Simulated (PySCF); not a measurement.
**What a change does: NMR shielding calculation on C4H12Si**

System: C4H12Si, SMILES C[Si](C)(C)C.
Method of run A: GIAO wB97X-D/pcSseg-2 NMR shielding, non-relativistic, gas phase (PySCF 2.14.0).

The geometry comes from this level: PBE0-D3(BJ)/def2-TZVP. Text and figures count atoms from 1; the logs count them from 0 in places.

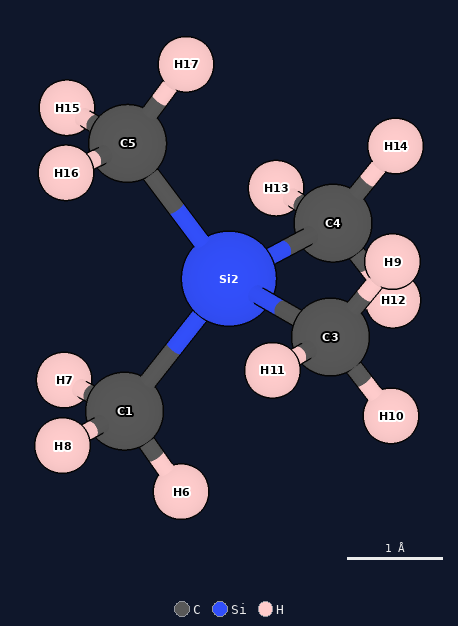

Fig. 1: The structure as given in the input (ball-and-stick view, seen at an oblique angle; atoms are numbered from 1 in the order of the input). Bond lengths as drawn: C–H 1.09 Å and C–Si 1.88 Å.

### Input file, run A
```
{"job": {"kind": "nmr", "xc": "wB97X-D", "basis": "pcSseg-2", "pop": false}, "charge": 0, "multiplicity": 1}
C      0.377631    -1.484649    -1.079878
Si    -0.000331     0.001220     0.000123
C     -0.212969     1.520389    -1.078989
C     -1.580872    -0.311327     0.960382
C      1.414671     0.278109     1.199844
H     -0.430888    -1.670768    -1.792125
H      0.505607    -2.388627    -0.478295
H      1.296831    -1.332884    -1.652216
H     -0.434154     2.404629    -0.474896
H     -1.035425     1.388536    -1.787405
H      0.692875     1.727961    -1.654676
H     -2.424359    -0.483695     0.286350
H     -1.482802    -1.191180     1.602178
H     -1.832126     0.540090     1.598308
H      1.564594    -0.595729     1.839649
H      2.351500     0.467256     0.669046
H      1.219405     1.136348     1.848391
```

The first line tells a small driver script what to run in PySCF; the rest is the geometry in Å.

Launched with:
```bash
OMP_NUM_THREADS=2 python <driver script> task.json out
```

Hardware: 2 CPU threads, shared host.

### Output (run A)
```
coarse grid: 13408 points
cycle   1  E = -449.1641954394  dE =  1.710e-01  |g| = 4.213e-01  |ddm| = 2.595e+00
cycle   2  E = -449.1874658627  dE = -2.327e-02  |g| = 2.990e-01  |ddm| = 4.294e-01
cycle   3  E = -449.2086072929  dE = -2.114e-02  |g| = 1.779e-02  |ddm| = 1.672e-01
cycle   4  E = -449.2087387814  dE = -1.315e-04  |g| = 3.874e-03  |ddm| = 3.548e-02
cycle   5  E = -449.2087420931  dE = -3.312e-06  |g| = 1.296e-03  |ddm| = 4.910e-03
final grid: 121224 points
cycle   6  E = -449.2195639061  dE = -2.853e-04  |g| = 8.074e-03  |ddm| = 4.888e-02
cycle   7  E = -449.2195717546  dE = -7.848e-06  |g| = 6.018e-03  |ddm| = 1.007e-02
cycle   8  E = -449.2195800379  dE = -8.283e-06  |g| = 2.908e-04  |ddm| = 3.228e-03
cycle   9  E = -449.2195800797  dE = -4.177e-08  |g| = 5.830e-05  |ddm| = 7.334e-04
cycle  10  E = -449.2195800811  dE = -1.389e-09  |g| = 2.068e-05  |ddm| = 1.438e-04
cycle  11  E = -449.2195800812  dE = -1.385e-10  |g| = 4.109e-06  |ddm| = 4.332e-05
converged SCF energy = -449.2195800812

GIAO shielding tensors (ppm)
atom      isotropic    diamagn.    paramagn.     s11        s22        s33       span
  0 C      186.282     247.147     -60.866    183.876    183.928    191.041      7.165
  1 Si     341.451     879.261    -537.810    341.326    341.459    341.569      0.242
  2 C      186.304     247.128     -60.824    183.927    183.939    191.046      7.119
  3 C      186.289     247.166     -60.878    183.908    183.924    191.034      7.126
  4 C      186.282     247.156     -60.874    183.881    183.949    191.016      7.135
  5 H       31.633      31.570       0.063     27.701     29.113     38.085     10.384
  6 H       31.635      31.573       0.061     27.702     29.113     38.089     10.388
  7 H       31.633      31.569       0.064     27.700     29.111     38.087     10.387
  8 H       31.632      31.564       0.068     27.697     29.114     38.085     10.388
  9 H       31.633      31.565       0.068     27.699     29.116     38.083     10.384
 10 H       31.633      31.563       0.070     27.698     29.104     38.096     10.398
 11 H       31.635      31.571       0.064     27.702     29.114     38.088     10.386
 12 H       31.635      31.579       0.055     27.704     29.124     38.076     10.372
 13 H       31.635      31.570       0.065     27.701     29.105     38.098     10.397
 14 H       31.637      31.578       0.059     27.705     29.123     38.083     10.378
 15 H       31.634      31.569       0.065     27.701     29.111     38.091     10.390
 16 H       31.634      31.568       0.066     27.703     29.115     38.086     10.384
```

The input of run B differs as follows (lines with − go, lines with + come):
```diff
+"solvent": "chloroform"
```

How does run B compare with run A?

The total energy of run B is 1.0 kcal/mol lower: the change of the electrostatic solvation energy at this fixed geometry, without cavity or dispersion terms. The HOMO goes from −10.20 to −10.10 eV. The LUMO goes from 2.03 to 2.16 eV. Of all shieldings, the largest change is that of C1, C3, C4 and C5, by +0.8 ppm. The number of SCF iterations is the same.

### Output (run B)
```
coarse grid: 13408 points
cycle   1  E = -449.1665909670  dE =  1.689e-01  |g| = 4.183e-01  |ddm| = 2.594e+00
cycle   2  E = -449.1900746361  dE = -2.348e-02  |g| = 2.921e-01  |ddm| = 4.250e-01
cycle   3  E = -449.2101517653  dE = -2.008e-02  |g| = 1.774e-02  |ddm| = 1.642e-01
cycle   4  E = -449.2102813873  dE = -1.296e-04  |g| = 2.381e-03  |ddm| = 3.474e-02
cycle   5  E = -449.2102831159  dE = -1.729e-06  |g| = 9.254e-04  |ddm| = 5.050e-03
final grid: 121224 points
cycle   6  E = -449.2210875694  dE = -2.855e-04  |g| = 8.003e-03  |ddm| = 4.855e-02
cycle   7  E = -449.2210954492  dE = -7.880e-06  |g| = 5.866e-03  |ddm| = 9.957e-03
cycle   8  E = -449.2211031971  dE = -7.748e-06  |g| = 2.909e-04  |ddm| = 3.106e-03
cycle   9  E = -449.2211032392  dE = -4.209e-08  |g| = 5.000e-05  |ddm| = 7.456e-04
cycle  10  E = -449.2211032405  dE = -1.384e-09  |g| = 1.460e-05  |ddm| = 1.570e-04
cycle  11  E = -449.2211032406  dE = -8.617e-11  |g| = 4.098e-06  |ddm| = 3.610e-05
converged SCF energy = -449.2211032406

GIAO shielding tensors (ppm)
atom      isotropic    diamagn.    paramagn.     s11        s22        s33       span
  0 C      187.098     247.312     -60.213    184.643    184.694    191.958      7.315
  1 Si     341.269     879.112    -537.843    341.141    341.277    341.389      0.248
  2 C      187.120     247.291     -60.171    184.692    184.706    191.963      7.271
  3 C      187.107     247.331     -60.224    184.678    184.691    191.951      7.273
  4 C      187.101     247.321     -60.220    184.651    184.716    191.936      7.284
  5 H       31.613      31.588       0.025     27.637     29.086     38.115     10.478
  6 H       31.614      31.591       0.023     27.637     29.086     38.119     10.482
  7 H       31.612      31.587       0.026     27.636     29.085     38.116     10.480
  8 H       31.610      31.580       0.030     27.632     29.086     38.114     10.482
  9 H       31.613      31.583       0.030     27.636     29.090     38.113     10.477
 10 H       31.613      31.581       0.032     27.634     29.078     38.126     10.492
 11 H       31.614      31.588       0.026     27.637     29.087     38.118     10.480
 12 H       31.615      31.598       0.017     27.640     29.098     38.106     10.465
 13 H       31.614      31.587       0.026     27.636     29.078     38.128     10.492
 14 H       31.616      31.596       0.021     27.640     29.097     38.112     10.472
 15 H       31.614      31.588       0.027     27.637     29.084     38.121     10.484
 16 H       31.614      31.587       0.027     27.638     29.088     38.116     10.477
```

### The two runs side by side

```csv
quantity,run A,run B
outcome,converged,converged
total energy (hartree),−449.219580,−449.221103
HOMO (eV),−10.20,−10.10
LUMO (eV),2.03,2.16
dipole moment (D),0.00,0.00
shielding of C1 (ppm),186.3,187.1
shielding of Si2 (ppm),341.5,341.3
shielding of C3 (ppm),186.3,187.1
shielding of C4 (ppm),186.3,187.1
shielding of C5 (ppm),186.3,187.1
shielding of H9 (ppm),31.6,31.6
shielding of H14 (ppm),31.6,31.6
SCF iterations,11,11
basis functions,355,355
wall time (shared host),2.2 min,2.1 min
```
